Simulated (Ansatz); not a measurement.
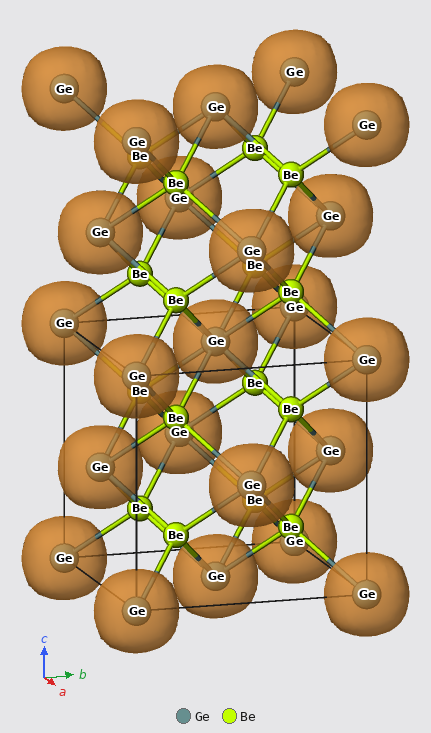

Be₂Ge. Isosurface of the valence pseudo-density at 0.5 e/Å³ (orange), seen slightly off an axis. Sticks mark near contacts.

Space group Fm-3m; started from the antifluorite prototype, which need not be the ambient phase.

The calculation used DFT, HSE06, plane waves, PAW in Ansatz 0.2.0.

> What does this surface tell about the bonding?

At this value the density breaks into separate islands; it holds about 60 % of the electrons treated as valence (semicore included). It bridges none of the near contacts. It is pinched off along the shortest Be–Ge (2.32 Å) contacts. On the grid the lowest density along these lines, outside the cores, is 0.3 e/Å³ (Be–Ge, 2.32 Å).
